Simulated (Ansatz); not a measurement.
**A computed series for Cu2O: carrier doping**

Base system: Cu₂O (space group Pn-3m, No. 224; a = 4.299 Å).

Carriers are added at fixed cell with a uniform background; the Fermi–Dirac width is that of 300 K.

The values are results of PBE/PAW in Ansatz (an electronic-structure program), no spin-orbit coupling, earlier PAW set, not measurements.

Notes on the quantities. Fermi level from band edge: Fermi level relative to the doped band's edge (positive inside the band; to 0.05 eV).

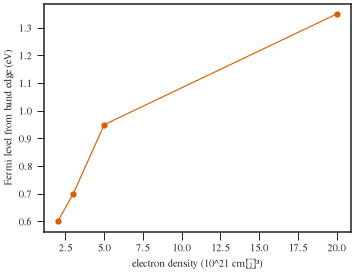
Figure. Fermi level from band edge against electron density

Q: From the plot, what is the Fermi level from band edge for electrons 3.0×10^21 cm⁻³?

A: About 0.70 eV.

Q: Is the trend monotonic over the range shown?

A: Yes, it rises throughout, spanning +0.60 eV to +1.35 eV.

Charged cell with a jellium background: band edges are those of the host's band count, energies are not comparable with the neutral cell, and many-body gap narrowing is missing. Whether these cells are dynamically stable was not tested. No Hubbard U is applied. The final runs are not spin-polarised.
